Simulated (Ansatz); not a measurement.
# C3H10OSi (trimethylsilanol) at 6 levels

Wanted: a comparison of 6 runs (HF/3-21G, HF/6-31G, B3LYP/6-31G*, B2PLYP/pcseg-1, MP2/pcseg-1) of C3H10OSi (trimethylsilanol). 

The calculation is run with Ansatz 0.2.0.

7 further runs of the same task are left out: 2 for a known fault of the program, 1 that didn't finish, 4 set aside as unsound or not needed. Runs told in other sessions of the task aren't counted.

**1. The system as given**

C3H10OSi: 15 atoms, total charge 0, spin state singlet. SMILES: `C[Si](C)(C)O`. The coordinates come from a PBE0-D4/def2-TZVP relaxation. This is one conformer, not always the lowest.

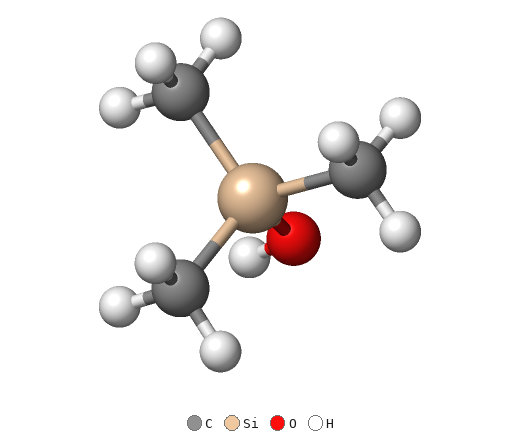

The structure, seen from a chosen angle (carbon grey, silicon light orange, oxygen red, hydrogen white).

**2. Energy and forces at HF/3-21G (run 1)**

molecule.yaml reads:

```yaml
crystal:
  periodic: [false, false, false]
  atoms:
    - {symbol: C, position_ang: [-1.759880, 0.191150, 0.071540]}
    - {symbol: Si, position_ang: [0.089930, 0.200980, -0.204700]}
    - {symbol: C, position_ang: [0.959910, 0.370300, 1.442320]}
    - {symbol: C, position_ang: [0.639300, -1.339490, -1.093220]}
    - {symbol: O, position_ang: [0.516200, 1.448090, -1.213440]}
    - {symbol: H, position_ang: [-2.095970, 1.106050, 0.568270]}
    - {symbol: H, position_ang: [-2.057470, -0.651720, 0.702020]}
    - {symbol: H, position_ang: [-2.296730, 0.107790, -0.876880]}
    - {symbol: H, position_ang: [0.664600, 1.288070, 1.959260]}
    - {symbol: H, position_ang: [2.044780, 0.393380, 1.311290]}
    - {symbol: H, position_ang: [0.718200, -0.468650, 2.101280]}
    - {symbol: H, position_ang: [0.405110, -2.234400, -0.510590]}
    - {symbol: H, position_ang: [1.717690, -1.322690, -1.268870]}
    - {symbol: H, position_ang: [0.142180, -1.426990, -2.062380]}
    - {symbol: H, position_ang: [0.312140, 2.338130, -0.925910]}
basis:
  gaussian: {orbitals: 3-21G.json}
hamiltonian: {xc: hf}
accuracy: high
output: {forces: true, orbitals: {seedname: orbitals}}
```

The basis set 3-21G is read from a file made from the Basis Set Exchange's data (not shown).

The run is started by

```sh
ansatz run molecule.yaml --threads 1 --pin off --max-ram 3480MiB --events-out events.jsonl --progress --plain --runs-dir runs
```

Standard output, cut to the lines that bear on the results:

```text
Warning: RAYON_NUM_THREADS=1 ignored (pool sized by the plan → 1); use --threads N
Functional definition: HF
  name "HF"
[...]
1688 factors; integrals over basis functions are off by at most 1.3e-8 eV
[...]
mean field -13080.90180751 eV, -480.7142748723 hartree, gradient 3.3e-8 eV, S^2 0.000000; 0 other end points of the search recorded, 0 dependent functions left out
[...]
reference -13080.90180751 eV, -480.7142748723 hartree; 25, 25 occupied and 44, 44 virtual orbitals, 1688 factors
Total energy: -13080.90180751 eV, -480.7142748723 hartree
Atom 0 at    -1.759880     0.191150     0.071540 Å, force    -0.867329    -0.004118     0.156091 eV/Å
Atom 1 at     0.089930     0.200980    -0.204700 Å, force     0.039571    -0.674413     0.010735 eV/Å
Atom 2 at     0.959910     0.370300     1.442320 Å, force     0.386328     0.078521     0.788159 eV/Å
Atom 3 at     0.639300    -1.339490    -1.093220 Å, force     0.213999    -0.819106    -0.317335 eV/Å
Atom 4 at     0.516200     1.448090    -1.213440 Å, force     0.100556     0.761707    -0.299747 eV/Å
Atom 5 at    -2.095970     1.106050     0.568270 Å, force    -0.011133    -0.216178    -0.099180 eV/Å
Atom 6 at    -2.057470    -0.651720     0.702020 Å, force     0.034288     0.192729    -0.142045 eV/Å
Atom 7 at    -2.296730     0.107790    -0.876880 Å, force     0.082539     0.017000     0.243532 eV/Å
Atom 8 at     0.664600     1.288070     1.959260 Å, force     0.108533    -0.208283    -0.038738 eV/Å
Atom 9 at     2.044780     0.393380     1.311290 Å, force    -0.245360    -0.004455     0.078037 eV/Å
Atom 10 at     0.718200    -0.468650     2.101280 Å, force     0.073409     0.195134    -0.122356 eV/Å
Atom 11 at     0.405110    -2.234400    -0.510590 Å, force     0.081561     0.118776    -0.177676 eV/Å
Atom 12 at     1.717690    -1.322690    -1.268870 Å, force    -0.262680    -0.034064     0.020408 eV/Å
Atom 13 at     0.142180    -1.426990    -2.062380 Å, force     0.142107    -0.007172     0.224310 eV/Å
Atom 14 at     0.312140     2.338130    -0.925910 Å, force     0.123612     0.603920    -0.324194 eV/Å
Dipole moment:    -0.171714     0.112454     0.325536 e Å
```

Wall time 2.2 s (1 thread of Arm Neoverse V2, shared host); peak memory 0.17 GiB.

**3. Energy and gradient at HF/6-31G (run 2)**

input.yaml reads:

```yaml
crystal:
  periodic: [false, false, false]
  atoms:
    - {symbol: C, position_ang: [-1.759880, 0.191150, 0.071540]}
    - {symbol: Si, position_ang: [0.089930, 0.200980, -0.204700]}
    - {symbol: C, position_ang: [0.959910, 0.370300, 1.442320]}
    - {symbol: C, position_ang: [0.639300, -1.339490, -1.093220]}
    - {symbol: O, position_ang: [0.516200, 1.448090, -1.213440]}
    - {symbol: H, position_ang: [-2.095970, 1.106050, 0.568270]}
    - {symbol: H, position_ang: [-2.057470, -0.651720, 0.702020]}
    - {symbol: H, position_ang: [-2.296730, 0.107790, -0.876880]}
    - {symbol: H, position_ang: [0.664600, 1.288070, 1.959260]}
    - {symbol: H, position_ang: [2.044780, 0.393380, 1.311290]}
    - {symbol: H, position_ang: [0.718200, -0.468650, 2.101280]}
    - {symbol: H, position_ang: [0.405110, -2.234400, -0.510590]}
    - {symbol: H, position_ang: [1.717690, -1.322690, -1.268870]}
    - {symbol: H, position_ang: [0.142180, -1.426990, -2.062380]}
    - {symbol: H, position_ang: [0.312140, 2.338130, -0.925910]}
basis:
  gaussian:
    orbitals: 6-31G
hamiltonian:
  xc: hf
accuracy: high
output: {forces: true, orbitals: {seedname: orbitals}}
```

The run is started by

```sh
ansatz run input.yaml --threads 1 --pin off --max-ram 3480MiB --events-out events.jsonl --progress --plain --runs-dir runs
```

Standard output, cut to the lines that bear on the results:

```text
Warning: RAYON_NUM_THREADS=1 ignored (pool sized by the plan → 1); use --threads N
[... 2 set-up lines as earlier in the session ...]
[...]
1869 factors; integrals over basis functions are off by at most 3.9e-9 eV
[...]
mean field -13147.36720724 eV, -483.1568332606 hartree, gradient 4.6e-8 eV, S^2 0.000000; 0 other end points of the search recorded, 0 dependent functions left out
[...]
reference -13147.36720724 eV, -483.1568332606 hartree; 25, 25 occupied and 44, 44 virtual orbitals, 1869 factors
Total energy: -13147.36720724 eV, -483.1568332606 hartree
Atom 0 at    -1.759880     0.191150     0.071540 Å, force    -0.995472     0.078760     0.136467 eV/Å
Atom 1 at     0.089930     0.200980    -0.204700 Å, force    -0.227179    -1.866303     0.695779 eV/Å
Atom 2 at     0.959910     0.370300     1.442320 Å, force     0.468895     0.175280     0.874724 eV/Å
[...]
Atom 5 at    -2.095970     1.106050     0.568270 Å, force     0.009459    -0.245388    -0.125935 eV/Å
Atom 6 at    -2.057470    -0.651720     0.702020 Å, force     0.069698     0.229791    -0.172807 eV/Å
Atom 7 at    -2.296730     0.107790    -0.876880 Å, force     0.112266     0.028463     0.277306 eV/Å
Atom 8 at     0.664600     1.288070     1.959260 Å, force     0.120890    -0.238049    -0.069648 eV/Å
Atom 9 at     2.044780     0.393380     1.311290 Å, force    -0.291128     0.002050     0.073760 eV/Å
Atom 10 at     0.718200    -0.468650     2.101280 Å, force     0.073318     0.229838    -0.171032 eV/Å
Atom 11 at     0.405110    -2.234400    -0.510590 Å, force     0.081419     0.173962    -0.184678 eV/Å
Atom 12 at     1.717690    -1.322690    -1.268870 Å, force    -0.310129    -0.014489     0.015651 eV/Å
Atom 13 at     0.142180    -1.426990    -2.062380 Å, force     0.171850     0.017491     0.258419 eV/Å
Atom 14 at     0.312140     2.338130    -0.925910 Å, force     0.376546    -0.092265    -0.734098 eV/Å
Dipole moment:    -0.201923     0.057267     0.392663 e Å
```

Run time: 4.5 s. Hardware: 1 thread of Arm Neoverse V2, shared host; peak memory 0.19 GiB.

**4. Energy and forces at B3LYP/6-31G(d) (spherical functions) (run 3)**

run.yaml reads:

```yaml
crystal:
  periodic: [false, false, false]
  atoms:
    - {symbol: C, position_ang: [-1.759880, 0.191150, 0.071540]}
    - {symbol: Si, position_ang: [0.089930, 0.200980, -0.204700]}
    - {symbol: C, position_ang: [0.959910, 0.370300, 1.442320]}
    - {symbol: C, position_ang: [0.639300, -1.339490, -1.093220]}
    - {symbol: O, position_ang: [0.516200, 1.448090, -1.213440]}
    - {symbol: H, position_ang: [-2.095970, 1.106050, 0.568270]}
    - {symbol: H, position_ang: [-2.057470, -0.651720, 0.702020]}
    - {symbol: H, position_ang: [-2.296730, 0.107790, -0.876880]}
    - {symbol: H, position_ang: [0.664600, 1.288070, 1.959260]}
    - {symbol: H, position_ang: [2.044780, 0.393380, 1.311290]}
    - {symbol: H, position_ang: [0.718200, -0.468650, 2.101280]}
    - {symbol: H, position_ang: [0.405110, -2.234400, -0.510590]}
    - {symbol: H, position_ang: [1.717690, -1.322690, -1.268870]}
    - {symbol: H, position_ang: [0.142180, -1.426990, -2.062380]}
    - {symbol: H, position_ang: [0.312140, 2.338130, -0.925910]}
basis:
  gaussian:
    orbitals: 6-31G_st_-spherical.json
hamiltonian:
  xc: {name: B3LYP}
accuracy: high
output:
  forces: true
  orbitals: {seedname: orbitals}
```

The basis set 6-31G* is read from a file made from the Basis Set Exchange's data (not shown).

The run is started by

```sh
ansatz run run.yaml --threads 1 --pin off --max-ram 3480MiB --events-out events.jsonl --progress --plain --runs-dir runs
```

Standard output, cut to the lines that bear on the results:

```text
Warning: RAYON_NUM_THREADS=1 ignored (pool sized by the plan → 1); use --threads N
Functional definition: B3LYP
  name "B3LYP"
[...]
2345 factors; integrals over basis functions are off by at most 3.8e-9 eV
[...]
mean field -13200.98232511 eV, -485.1271525005 hartree, gradient 2.2e-8 eV, S^2 0.000000; 0 other end points of the search recorded, 0 dependent functions left out
[...]
reference -13200.98236610 eV, -485.1271540070 hartree; 25, 25 occupied and 69, 69 virtual orbitals, 2345 factors
Total energy: -13200.98236610 eV, -485.1271540070 hartree
Atom 0 at    -1.759880     0.191150     0.071540 Å, force    -0.154241    -0.017468     0.032900 eV/Å
Atom 1 at     0.089930     0.200980    -0.204700 Å, force    -0.073863    -0.181530     0.170662 eV/Å
Atom 2 at     0.959910     0.370300     1.442320 Å, force     0.066157    -0.002873     0.144148 eV/Å
[...]
Atom 5 at    -2.095970     1.106050     0.568270 Å, force    -0.083565     0.086030     0.054437 eV/Å
Atom 6 at    -2.057470    -0.651720     0.702020 Å, force    -0.074676    -0.082495     0.069310 eV/Å
Atom 7 at    -2.296730     0.107790    -0.876880 Å, force    -0.086878    -0.008693    -0.080901 eV/Å
Atom 8 at     0.664600     1.288070     1.959260 Å, force    -0.003368     0.091370     0.094854 eV/Å
Atom 9 at     2.044780     0.393380     1.311290 Å, force     0.117099     0.004747     0.021710 eV/Å
Atom 10 at     0.718200    -0.468650     2.101280 Å, force    -0.002937    -0.077865     0.105525 eV/Å
Atom 11 at     0.405110    -2.234400    -0.510590 Å, force    -0.007982    -0.128494     0.032664 eV/Å
Atom 12 at     1.717690    -1.322690    -1.268870 Å, force     0.107086    -0.028345    -0.035027 eV/Å
Atom 13 at     0.142180    -1.426990    -2.062380 Å, force    -0.032160    -0.037470    -0.105152 eV/Å
Atom 14 at     0.312140     2.338130    -0.925910 Å, force    -0.100604     0.432699     0.142670 eV/Å
Dipole moment:    -0.129812     0.099764     0.244150 e Å
```

Run time: 15 s. Hardware: 1 thread of Arm Neoverse V2, shared host; peak memory 0.37 GiB.

Runs 4 to 5 aren't shown in full; the table further down has their settings and results.

**5. Energy and forces at MP2/pcseg-1 (run 6)**

molecule.yaml reads:

```yaml
crystal:
  periodic: [false, false, false]
  atoms:
    - symbol: C
      position_ang: [-1.759880, 0.191150, 0.071540]
    - symbol: Si
      position_ang: [0.089930, 0.200980, -0.204700]
    - symbol: C
      position_ang: [0.959910, 0.370300, 1.442320]
    - symbol: C
      position_ang: [0.639300, -1.339490, -1.093220]
    - symbol: O
      position_ang: [0.516200, 1.448090, -1.213440]
    - symbol: H
      position_ang: [-2.095970, 1.106050, 0.568270]
    - symbol: H
      position_ang: [-2.057470, -0.651720, 0.702020]
    - symbol: H
      position_ang: [-2.296730, 0.107790, -0.876880]
    - symbol: H
      position_ang: [0.664600, 1.288070, 1.959260]
    - symbol: H
      position_ang: [2.044780, 0.393380, 1.311290]
    - symbol: H
      position_ang: [0.718200, -0.468650, 2.101280]
    - symbol: H
      position_ang: [0.405110, -2.234400, -0.510590]
    - symbol: H
      position_ang: [1.717690, -1.322690, -1.268870]
    - symbol: H
      position_ang: [0.142180, -1.426990, -2.062380]
    - symbol: H
      position_ang: [0.312140, 2.338130, -0.925910]
basis:
  gaussian: {orbitals: pcseg-1.json}
correlation: {method: mp2, frozen_orbitals: {C: 1, H: 0, O: 1, Si: 5}}
accuracy: high
output: {forces: true, orbitals: {seedname: orbitals}}
```

The basis set pcseg-1 is read from a file made from the Basis Set Exchange's data (not shown).

The run is started by

```sh
ansatz run molecule.yaml --threads 1 --pin off --max-ram 3480MiB --events-out events.jsonl --progress --plain --runs-dir runs
```

Standard output, cut to the lines that bear on the results:

```text
Warning: RAYON_NUM_THREADS=1 ignored (pool sized by the plan → 1); use --threads N
[... 2 set-up lines as earlier in the session ...]
[...]
3069 factors; integrals over basis functions are off by at most 1.4e-8 eV
[...]
mean field -13149.30340706 eV, -483.2279872915 hartree, gradient 5.3e-8 eV, S^2 0.000000; 0 other end points of the search recorded, 0 dependent functions left out
9 core orbitals not correlated: weight in the atoms' cores, before any rotation towards them, 1.000 or more for the frozen orbitals, at most 0.000 for the correlated occupied ones
reference -13149.30340706 eV, -483.2279872915 hartree; 16, 16 occupied and 99, 99 virtual orbitals, 3069 factors
second order -19.60525333 eV of doubles, -0.00000000 eV of singles
[...]
Total energy: -13168.90866039 eV, -483.9484670626 hartree
Atom 0 at    -1.759880     0.191150     0.071540 Å, force    -0.007283    -0.025202     0.032555 eV/Å
[...]
Atom 5 at    -2.095970     1.106050     0.568270 Å, force    -0.041606     0.043020     0.025610 eV/Å
Atom 6 at    -2.057470    -0.651720     0.702020 Å, force    -0.039301    -0.038356     0.032474 eV/Å
Atom 7 at    -2.296730     0.107790    -0.876880 Å, force    -0.045729    -0.003587    -0.041734 eV/Å
Atom 8 at     0.664600     1.288070     1.959260 Å, force    -0.000507     0.045773     0.046331 eV/Å
Atom 9 at     2.044780     0.393380     1.311290 Å, force     0.060941     0.003459     0.011831 eV/Å
Atom 10 at     0.718200    -0.468650     2.101280 Å, force     0.001110    -0.035802     0.052887 eV/Å
Atom 11 at     0.405110    -2.234400    -0.510590 Å, force    -0.003399    -0.063302     0.014994 eV/Å
Atom 12 at     1.717690    -1.322690    -1.268870 Å, force     0.050680    -0.009296    -0.018699 eV/Å
Atom 13 at     0.142180    -1.426990    -2.062380 Å, force    -0.013968    -0.013485    -0.051254 eV/Å
Atom 14 at     0.312140     2.338130    -0.925910 Å, force    -0.072735     0.417796     0.089391 eV/Å
Dipole moment:    -0.136316     0.099811     0.257031 e Å
```

Run time: 25 s. Hardware: 1 thread of Arm Neoverse V2, shared host; peak memory 0.62 GiB.

**6. All runs side by side**

```
run                               level  Cartesian functions  frozen core orbitals  energy (Eh)  dipole moment (D)  HOMO energy (eV)  LUMO energy (eV)  wall time
  1                            HF/3-21G                   no                     –  -480.714275               1.85            -11.21              6.13      2.2 s
  2                            HF/6-31G                   no                     –  -483.156833               2.14            -11.32              5.01      4.5 s
  3  B3LYP/6-31G* (spherical functions)                   no                     –  -485.127154               1.41             -7.44              1.54       15 s
  4  B3LYP/6-31G* (Cartesian functions)                  yes                     –  -485.132448               1.41             -7.44              1.50       16 s
  5                      B2PLYP/pcseg-1                   no                     9  -484.730052               1.46             -9.33              1.85       59 s
  6                         MP2/pcseg-1                   no                     9  -483.948467               1.48            -11.47              3.66       25 s
```

**7. What came out**

```
                                          quantity          value
                               run 6: total energy  -483.94847 Eh
         run 6: dipole moment (correlated density)         1.48 D
        run 6: HOMO energy (Hartree–Fock orbitals)      -11.47 eV
        run 6: LUMO energy (Hartree–Fock orbitals)        3.66 eV
      run 6: HOMO–LUMO gap (Hartree–Fock orbitals)       15.13 eV
run 6: correlation energy (9 core orbitals frozen)     -720.5 mEh
                   run 6: largest force on an atom     0.748 eV/Å
```

**Reading.** The dipole moment (its size) runs from 1.41 D (B3LYP/6-31G*) to 2.14 D (HF/6-31G). The two ends differ in method and basis. Over runs 1, 2, 3, 4, 5 the HOMO–LUMO gap runs from 8.93 eV (B3LYP/6-31G*) to 17.34 eV (HF/3-21G). Totals of different functionals can't be ranked against each other. All runs together took 2 min, the longest 59 s.
